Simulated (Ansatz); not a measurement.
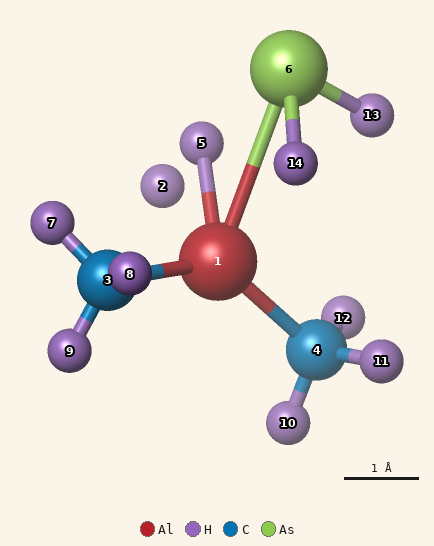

*The input geometry (ball-and-stick view, seen at a tilt; atoms are numbered from 1 in the order of the input). Sticks mark near contacts.*

Bond lengths as drawn: Al–As 2.80 Å, Al–C 1.97 to 1.98 Å, Al–H 1.88 Å, As–H 1.52 to 1.59 Å and C–H 1.09 to 1.10 Å.

# Geometry relaxation of C$_{2}$H$_{10}$AlAs (part 1 of 2)

C$_{2}$H$_{10}$AlAs, computed with RKS PBE0-D4/def2-SVP (Ansatz 0.2.0).

The input holds or restrains some coordinates. Forces given for the steps count only the free coordinates. It belongs to a series of runs on one base structure; here: pulled along the bonds that form and break, towards end A. Figures and captions count atoms from 1; the log counts them from 0 in places.

What the program printed
```
The last accepted step is kept in [file] (removed where the run ends without a failure and the disk answers)
Engine: ansatz 0.2.0, aarch64-unknown-linux-gnu
Functional definition: PBE0
  parameter a = 0.25
  parameter kappa = 0.804
  parameter beta = 0.06672455060314922
  exchange = (1 - a)*pbe_x(kappa = kappa, mu = beta*pi^2/3) + a*exact_x
  correlation = pbe_c(beta = beta)
1382 factors; integrals over basis functions are off by at most 3.9e-4 eV
mean field evaluation 1: about -69640.9527 eV, gradient 5.9e1 eV
mean field evaluation 2: about -69638.1156 eV, gradient 6.4e1 eV
mean field evaluation 4: about -69649.5265 eV, gradient 2.2e0 eV
mean field evaluation 8: about -69649.5503 eV, gradient 6.0e-2 eV
mean field evaluation 16: about -69649.5503 eV, gradient 2.3e-5 eV
mean field -69649.55029495 eV, -2559.5737631788 hartree, gradient 2.3e-5 eV, S^2 0.000000; 0 other end points of the search recorded, 0 dependent functions left out
the calculation of the forces begins
reference -69649.55032632 eV, -2559.5737643313 hartree; 34, 34 occupied and 94, 94 virtual orbitals, 1382 factors
relax step   1: F+E_penalty+E_count = -69649.80913984 eV  Δ(F+E_penalty+E_count) = +0.000e0 eV  max|allowed force component| = 1.147e0 eV/Å  E_restraint = 32.07020873 eV  max|allowed force component, restraints' pulls added| = 2.968e1 eV/Å  Δτ_max = 0.0000 Å  (26 SCF iters, accepted)
  distance Al 0 - As 5 = 2.8039 Å
  distance H 4 - H 1 = 0.9879 Å
  distance Al 0 - H 1 = 2.0034 Å
  distance H 4 - As 5 = 1.9822 Å
these checks for a lower state are left out or cut short: starts, cluster_reference, orbital_swaps, neighbouring_geometries, increment
1382 factors; integrals over basis functions are off by at most 5.9e-4 eV
mean field -69649.45094109 eV, -2559.5701119915 hartree, gradient 4.3e-5 eV, S^2 0.000000; 0 other end points of the search recorded, 0 dependent functions left out
[... from here on the field's lines of each further geometry are left out, up to the last ...]
relax step   2: F+E_penalty+E_count = -69649.70052827 eV  Δ(F+E_penalty+E_count) = +1.086e-1 eV  max|allowed force component| = 2.405e0 eV/Å  E_restraint = 17.14233854 eV  max|allowed force component, restraints' pulls added| = 2.031e1 eV/Å  Δτ_max = 0.1949 Å  (29 SCF iters, accepted)
relax step   3: F+E_penalty+E_count = -69649.89276041 eV  Δ(F+E_penalty+E_count) = -1.922e-1 eV  max|allowed force component| = 3.213e0 eV/Å  E_restraint = 6.85895303 eV  max|allowed force component, restraints' pulls added| = 1.150e1 eV/Å  Δτ_max = 0.1949 Å  (28 SCF iters, accepted)
relax step   4: F+E_penalty+E_count = -69650.04595917 eV  Δ(F+E_penalty+E_count) = -1.532e-1 eV  max|allowed force component| = 3.235e0 eV/Å  E_restraint = 1.28072450 eV  max|allowed force component, restraints' pulls added| = 4.077e0 eV/Å  Δτ_max = 0.1914 Å  (27 SCF iters, accepted)
relax step   5: F+E_penalty+E_count = -69650.34047182 eV  Δ(F+E_penalty+E_count) = -2.945e-1 eV  max|allowed force component| = 1.062e0 eV/Å  E_restraint = 0.13334634 eV  max|allowed force component, restraints' pulls added| = 5.331e-1 eV/Å  Δτ_max = 0.1945 Å  (26 SCF iters, accepted)
relax step   6: F+E_penalty+E_count = -69650.52246936 eV  Δ(F+E_penalty+E_count) = -1.820e-1 eV  max|allowed force component| = 7.452e-1 eV/Å  E_restraint = 0.07362973 eV  max|allowed force component, restraints' pulls added| = 8.125e-1 eV/Å  Δτ_max = 0.1999 Å  (26 SCF iters, accepted)
relax step   7: F+E_penalty+E_count = -69650.56884260 eV  Δ(F+E_penalty+E_count) = -4.637e-2 eV  max|allowed force component| = 5.517e-1 eV/Å  E_restraint = 0.02274351 eV  max|allowed force component, restraints' pulls added| = 3.753e-1 eV/Å  Δτ_max = 0.1963 Å  (25 SCF iters, accepted)
relax step   8: F+E_penalty+E_count = -69650.58418847 eV  Δ(F+E_penalty+E_count) = -1.535e-2 eV  max|allowed force component| = 5.993e-1 eV/Å  E_restraint = 0.01597894 eV  max|allowed force component, restraints' pulls added| = 2.243e-1 eV/Å  Δτ_max = 0.0749 Å  (24 SCF iters, accepted)
the calculation of the forces begins
reference -69650.37816676 eV, -2559.6041869064 hartree; 34, 34 occupied and 94, 94 virtual orbitals, 1382 factors
relax step   9: F+E_penalty+E_count = -69650.59780907 eV  Δ(F+E_penalty+E_count) = -1.362e-2 eV  max|allowed force component| = 5.984e-1 eV/Å  E_restraint = 0.01603077 eV  max|allowed force component, restraints' pulls added| = 9.389e-2 eV/Å  Δτ_max = 0.1423 Å  (24 SCF iters, accepted)
```

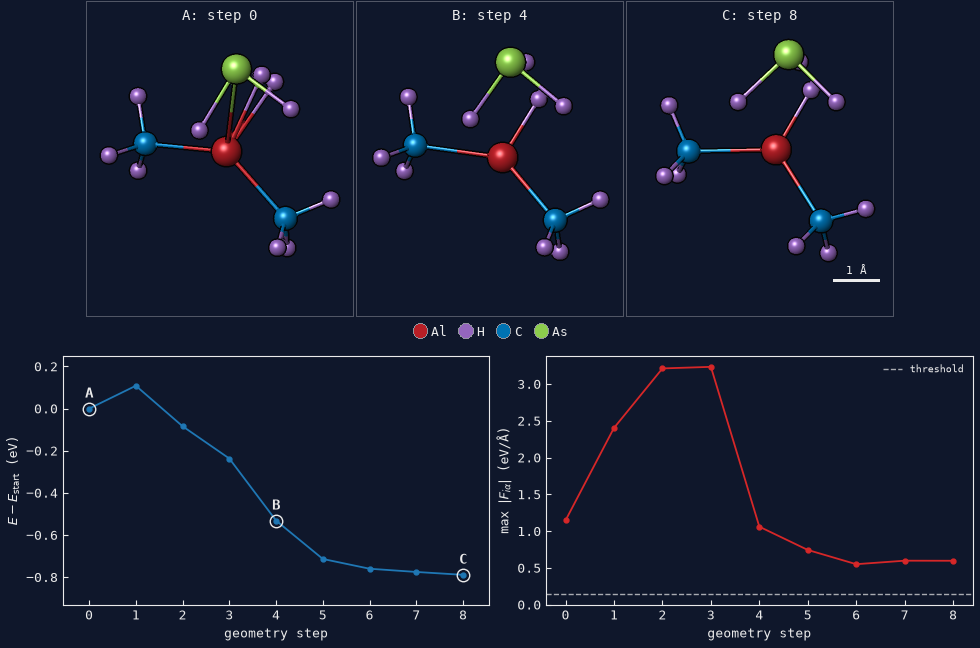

*Frames of the restrained relaxation (ball-and-stick view, seen at an oblique angle) above the curves, on which the letters mark them (the first geometry is step 0 here and step 1 in the log).*

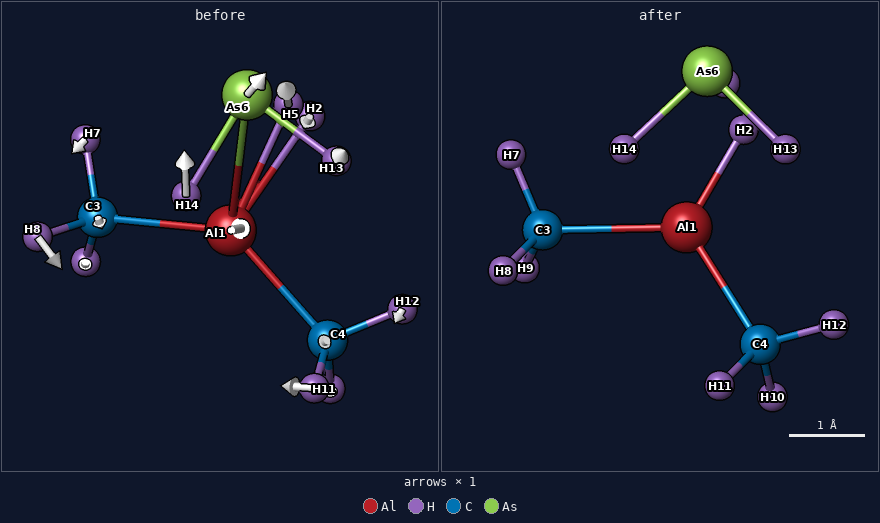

*Before (left) and after (right) the restrained relaxation, at one scale (ball-and-stick view, seen at an oblique angle). The white arrows give the displacements, at true length.*

The energy falls by 0.789 eV in 8 geometry steps. The largest force component goes from 1.1 to 0.6 eV/Å. The atom that moves furthest after the best rigid fit is H14 (0.76 Å). Largest moves by element: H 0.76 Å, Al 0.69 Å, As 0.49 Å, C 0.23 Å. Distances before and after: Al1–As6 2.804 → 3.695 Å, Al1–H5 1.878 → 2.531 Å, H5–As6 1.982 → 1.516 Å, Al1–H2 2.003 → 1.546 Å. New bonds form: Al1–H2 (2.00 → 1.55 Å), H5–As6 (1.98 → 1.52 Å). Among the angles that change: H2–Al1–C4 104.6° → 119.2°, H2–Al1–C3 105.7° → 118.7°, C3–Al1–C4 134.3° → 122.1°. (Atoms are counted from 1 in the order of the input.)

```
  distance Al 0 - As 5 = 3.6952 Å
  distance H 4 - H 1 = 1.9310 Å
  distance Al 0 - H 1 = 1.5460 Å
  distance H 4 - As 5 = 1.5157 Å
1382 factors; integrals over basis functions are off by at most 7.2e-4 eV
mean field -69650.37813567 eV, -2559.6041857638 hartree, gradient 7.3e-5 eV, S^2 0.000000; 1 other end points of the search recorded, 0 dependent functions left out
the calculation of the forces begins
reference -69650.37816676 eV, -2559.6041869064 hartree; 34, 34 occupied and 94, 94 virtual orbitals, 1382 factors
Total energy: -69650.59784016 eV, -2559.6122597549 hartree
Atom 0 at    -0.566057     0.643638     0.205616 Å, force     0.459660    -0.233163     0.445837 eV/Å
Atom 1 at    -1.383847     0.900028    -1.081136 Å, force    -0.598359     0.345440    -0.455407 eV/Å
Atom 2 at     0.990957     1.776068     0.571154 Å, force    -0.030881     0.006171     0.017802 eV/Å
Atom 3 at    -1.115611    -0.794844     1.415725 Å, force     0.004154     0.031146     0.005277 eV/Å
Atom 4 at    -0.295303    -0.306563    -2.124250 Å, force    -0.128290     0.158834     0.022651 eV/Å
Atom 5 at     0.636411    -1.385662    -2.638785 Å, force     0.260454    -0.268489    -0.020745 eV/Å
Atom 6 at     1.318642     2.332188    -0.320968 Å, force     0.029158     0.010298    -0.006088 eV/Å
Atom 7 at     1.849067     1.200865     0.955626 Å, force     0.012415    -0.008200     0.001442 eV/Å
Atom 8 at     0.748781     2.526063     1.345689 Å, force     0.002855     0.002530    -0.000172 eV/Å
Atom 9 at    -1.653992    -0.388270     2.290389 Å, force    -0.009376    -0.002645     0.002314 eV/Å
Atom 10 at    -0.252196    -1.352418     1.813918 Å, force     0.008226    -0.013344     0.005113 eV/Å
Atom 11 at    -1.792015    -1.510694     0.923643 Å, force    -0.014697    -0.031149     0.012209 eV/Å
Atom 12 at    -0.107037    -2.471379    -1.867066 Å, force     0.007155     0.004591    -0.001898 eV/Å
Atom 13 at     1.622201    -1.168920    -1.489554 Å, force    -0.002472    -0.002020    -0.028335 eV/Å
Dipole moment:     0.025094    -0.031589     0.136214 e Å
```

Trajectory as extended XYZ (Å, eV, eV/Å), 9 frames, from step=1 to step=9
```
14
Properties=species:S:1:pos:R:3:forces:R:3 step=1 energy=-69649.80914
Al   -0.0625    0.1889    0.1009   -0.4029   0.1241  -0.7306
H    -1.3586    0.7362   -1.3254    0.5268  -0.1426   0.6492
C     1.1132    1.7487    0.3824   -0.2282  -0.2730  -0.2363
C    -1.1076   -0.9852    1.2978    0.1507   0.1088  -0.4107
H    -0.6541    0.1421   -1.6812   -0.5342   0.4512   0.0992
As    0.7530   -1.1424   -2.2282    0.4062   0.1457   1.1471
H     1.1063    2.3706   -0.5219    0.0011   0.0892  -0.1844
H     2.1592    1.4693    0.5577    0.1618  -0.1882   0.0232
H     0.8214    2.3994    1.2120   -0.2172   0.0555   0.2337
H    -1.5583   -0.4645    2.1491   -0.0193   0.2768   0.1360
H    -0.5235   -1.8162    1.7125    0.2185  -0.0993  -0.0006
H    -1.9345   -1.4364    0.7336   -0.1023  -0.0692  -0.1196
H    -0.1552   -2.1939   -1.6124   -0.1263  -0.2658  -0.1021
H     1.4012   -1.0165   -0.7769    0.1654  -0.2131  -0.5041
14
Properties=species:S:1:pos:R:3:forces:R:3 step=2 energy=-69649.70053
Al   -0.1624    0.2830    0.1556   -0.8486   0.3708  -1.3146
H    -1.3903    0.7888   -1.2125    0.8580  -0.2940   0.9654
C     1.1120    1.7508    0.3825    0.0944  -0.1999  -0.0868
C    -1.1101   -0.9851    1.2986    0.2039  -0.1828  -0.1122
H    -0.5149    0.0216   -1.7451    0.3217  -0.2350  -0.3488
As    0.7515   -1.1689   -2.3189   -0.2246   0.4800   2.4046
H     1.1063    2.3713   -0.5232   -0.0550   0.0719  -0.1533
H     2.1594    1.4672    0.5576    0.0455  -0.1770   0.0559
H     0.8206    2.4004    1.2135   -0.1422   0.1601   0.2341
H    -1.5589   -0.4633    2.1505   -0.1022   0.1951   0.2022
H    -0.5215   -1.8162    1.7118    0.1844  -0.0032   0.0100
H    -1.9354   -1.4369    0.7328   -0.1062  -0.0093  -0.1187
H    -0.1548   -2.1944   -1.6151    0.0373  -0.1364  -0.4050
H     1.3984   -1.0181   -0.7881   -0.2665  -0.0402  -1.3329
14
Properties=species:S:1:pos:R:3:forces:R:3 step=3 energy=-69649.89276
Al   -0.2739    0.3845    0.2056   -0.7783   0.3253  -1.5022
H    -1.4041    0.8370   -1.0784    0.6348  -0.1102   1.0296
C     1.1132    1.7503    0.3830    0.0891  -0.0952   0.0460
C    -1.1093   -0.9873    1.2997    0.1270  -0.1760   0.0861
H    -0.3923   -0.0959   -1.8407    0.7388  -0.5205  -0.7584
As    0.7563   -1.1995   -2.3884   -0.5070   0.5959   3.2131
H     1.1054    2.3715   -0.5240   -0.0782   0.0474  -0.0966
H     2.1598    1.4650    0.5586   -0.0051  -0.2208   0.0892
H     0.8203    2.4023    1.2152   -0.0259   0.2369   0.1946
H    -1.5601   -0.4628    2.1524   -0.1625   0.0570   0.2392
H    -0.5191   -1.8162    1.7123    0.2228   0.0398   0.0230
H    -1.9360   -1.4365    0.7319   -0.0873   0.0298  -0.0891
H    -0.1535   -2.1956   -1.6213    0.1733  -0.1209  -0.6079
H     1.3933   -1.0167   -0.8059   -0.3413  -0.0885  -1.8666
```
